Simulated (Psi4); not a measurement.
# HS (SMILES [SH]): UM06-2X/6-311+G(d,p) (Cholesky decomposition, cholesky tolerance 1e-05, sweep point 7)

What is the vertical electron affinity of HS at UM06-2X/6-311+G** (Cholesky decomposition, cholesky tolerance 1e-05, sweep point 7)? 

The calculation is run with Psi4 1.11.

2 further runs of the same task are left out: 2 set aside as unsound or not needed.

## Step 1: The molecule

HS has 2 atoms, charge 0, and is taken as a doublet. As SMILES, `[SH]`. The shape is that of a GFN2-xTB optimisation.

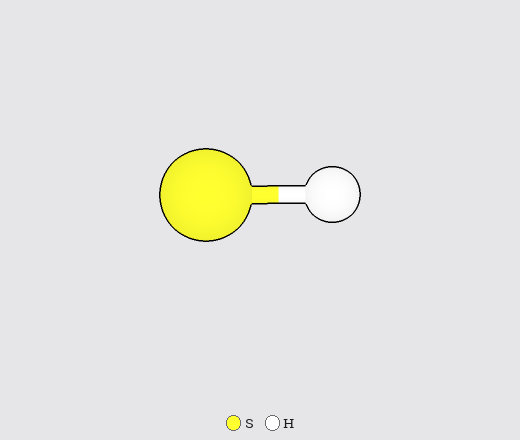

The structure, seen from a chosen angle (sulfur yellow, hydrogen white).

## Step 2: The energy at UM06-2X/6-311+G(d,p) (Cholesky decomposition, cholesky tolerance 1e-05, sweep point 7)

Contents of calc.in:

```
memory 1.6 GB

molecule mol {
  0 2
  S      0.568010    -0.185670     0.292090
  H     -0.568010     0.185670    -0.292090
  symmetry c1
}

set basis 6-311+G**
set reference uks
set puream true
set scf_type cd
set dft_radial_points 99
set dft_spherical_points 590
set cholesky_tolerance 1e-05
set maxiter 150

e, wfn = energy('m06-2x', return_wfn=True)
```

Launch:

```bash
$ psi4 -i calc.in -o calc.out -n 1
```

calc.out:

```text
[...]
  Running in c1 symmetry.
[...]
  Nuclear repulsion =    6.364600578970911
[...]
  Multiplicity = 2
[...]
  Nalpha       = 9
  Nbeta        = 8
[...]
    Number of basis functions: 36
[...]
   @UKS iter   1:  -398.70922115203365   -2.93012e-01   8.88117e-03 ADIIS/DIIS
[...]
   @UKS iter   8:  -398.72989164452446   -4.99108e-09   2.55089e-07 DIIS
[...]
   @S^2 Observed:                7.529736533E-01
[...]
    Orbital Energies [Eh]
    ---------------------
    Alpha Occupied:
       1A    -89.927316     2A     -8.288733     3A     -6.220816
       4A     -6.208109     5A     -6.202567     6A     -0.827591
       7A     -0.475651     8A     -0.376444     9A     -0.335574
    Alpha Virtual:
      10A      0.031612    11A      0.053898    12A      0.057407
      13A      0.060845    14A      0.086563    15A      0.324143
      16A      0.351226    17A      0.358095    18A      0.399126
      19A      0.586798    20A      0.706430    21A      0.736518
      22A      0.791061    23A      0.792290    24A      0.994689
      25A      1.470654    26A      1.485108    27A      1.647020
[...]
  @UKS Final Energy:  -398.72989164452446
   => Energetics <=
    Nuclear Repulsion Energy =              6.3646005789709115
    One-Electron Energy =                -563.0136204324817299
    Two-Electron Energy =                 170.2293381300664237
    DFT Exchange-Correlation Energy =     -12.3102099210800571
    Empirical Dispersion Energy =           0.0000000000000000
    VV10 Nonlocal Energy =                  0.0000000000000000
    Total Energy =                       -398.7298916445244572
[...]
 Multipole Moments:
 ------------------------------------------------------------------------------------
     Multipole            Electronic (a.u.)      Nuclear  (a.u.)        Total (a.u.)
 ------------------------------------------------------------------------------------
 L = 1.  Multiply by 2.5417464519 to convert [e a0] to [Debye]
 Dipole X            :         -0.0000000            0.0000000           -0.0000000
 Dipole Y            :         -0.0000000           -0.0000000           -0.0000000
 Dipole Z            :          0.7795681           -1.2079336           -0.4283655
 Magnitude           :                                                    0.4283655
[...]
```

It took 4.5 s on 1 thread of Intel Xeon Platinum 8488C (Sapphire Rapids), shared host; peak memory 0.47 GiB.

## Step 3: The singlet anion

Contents of hs.dat:

```
memory 1.6 GB

molecule m {
  -1 1
  S      0.568010    -0.185670     0.292090
  H     -0.568010     0.185670    -0.292090
  symmetry c1
}

set {
  basis 6-311+G**
  puream true
  scf_type cd
  dft_radial_points 99
  dft_spherical_points 590
  cholesky_tolerance 1e-05
}

e = energy('m06-2x')
print_variables()
```

Launch:

```bash
$ psi4 hs.dat hs.out -n 1
```

hs.out:

```text
[...]
  Running in c1 symmetry.
[...]
  Nuclear repulsion =    6.364600578970911
[...]
  Multiplicity = 1
[...]
  Nalpha       = 9
  Nbeta        = 9
[...]
    Number of basis functions: 36
[...]
   @RKS iter   1:  -398.68123861514835   -2.65030e-01   1.47645e-02 DIIS/ADIIS
[...]
   @RKS iter   7:  -398.81464509090529   -2.34470e-08   9.53749e-07 DIIS
[...]
    Orbital Energies [Eh]
    ---------------------
    Doubly Occupied:
       1A    -89.599610     2A     -7.964615     3A     -5.886603
       4A     -5.881807     5A     -5.881807     6A     -0.505500
       7A     -0.181385     8A     -0.038937     9A     -0.038937
[...]
  @RKS Final Energy:  -398.81464509090529
   => Energetics <=
    Nuclear Repulsion Energy =              6.3646005789709115
    One-Electron Energy =                -568.3547613849641493
    Two-Electron Energy =                 175.6084832198398828
    DFT Exchange-Correlation Energy =     -12.4329675047519057
    Empirical Dispersion Energy =           0.0000000000000000
    VV10 Nonlocal Energy =                  0.0000000000000000
    Total Energy =                       -398.8146450909052874
[...]
 Multipole Moments:
 ------------------------------------------------------------------------------------
     Multipole            Electronic (a.u.)      Nuclear  (a.u.)        Total (a.u.)
 ------------------------------------------------------------------------------------
 L = 1.  Multiply by 2.5417464519 to convert [e a0] to [Debye]
 Dipole X            :         -0.0000000            0.0000000           -0.0000000
 Dipole Y            :         -0.0000000           -0.0000000           -0.0000000
 Dipole Z            :          0.8681709           -1.2079336           -0.3397627
 Magnitude           :                                                    0.3397627
[...]
```

Wall time 3.6 s (1 thread of Intel Xeon Platinum 8488C (Sapphire Rapids), shared host); peak memory 0.47 GiB.

## Step 4: Results

At UM06-2X/6-311+G** (Cholesky decomposition, cholesky tolerance 1e-05, sweep point 7):

```
                                                            quantity          value
                                            doublet HS: total energy  -398.72989 Eh
                                           doublet HS: dipole moment         1.09 D
                      doublet HS: HOMO energy (highest over α and β)       -8.56 eV
                       doublet HS: LUMO energy (lowest over α and β)       -3.62 eV
                                                    doublet HS: ⟨S²⟩          0.753
                                         singlet anion: total energy  -398.81465 Eh
                                          singlet anion: HOMO energy       -1.06 eV
                                          singlet anion: LUMO energy        5.49 eV
singlet anion: HOMO–LUMO gap (to an unbound level, set by the basis)        6.55 eV
                   vertical electron affinity (to the singlet anion)       2.306 eV
```

At fixed nuclei the extra electron is bound by 2.31 eV (223 kJ/mol).
